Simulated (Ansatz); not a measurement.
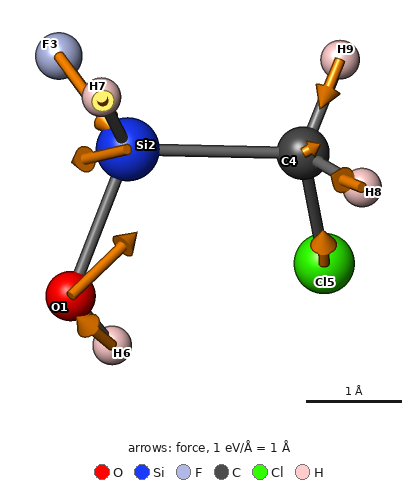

Starting geometry of CH₄ClFOSi with the computed forces as orange arrows. The picture is a ball-and-stick view, seen at a tilt.

The start comes from PBE-D4/def2-SVP.

Method: RKS PBE0-D4/def2-TZVP in Ansatz. Set-up: force threshold 0.005 eV/Å; at most 150 steps.

Question: Is this structure relaxed? If not, where do the atoms go?

Answer: It isn't relaxed: the largest force vector, on F3, is 1.37 eV/Å. The final displacements follow the starting forces only in part (cosine between the two patterns 0.32). After 8 geometry steps the energy has fallen by 8.71 kJ/mol. The largest force component goes from 0.98 to 0.0027 eV/Å. H6 moves most after the best rigid fit: 0.15 Å. Largest moves by element: H 0.15 Å, Cl 0.13 Å, F 0.10 Å, O 0.06 Å, Si 0.04 Å, C 0.01 Å. Near-neighbour distances that change, for instance: Si2–F3 1.637 → 1.594 Å, O1–Si2 1.659 → 1.624 Å, C4–Cl5 1.817 → 1.791 Å, Si2–C4 1.897 → 1.874 Å. Bond angles that change, for instance: Si2–O1–H6 111.4° → 116.8°, O1–Si2–C4 108.8° → 110.8°. The run took 29 s on 4 threads of Arm Neoverse V1, with other jobs on the host.
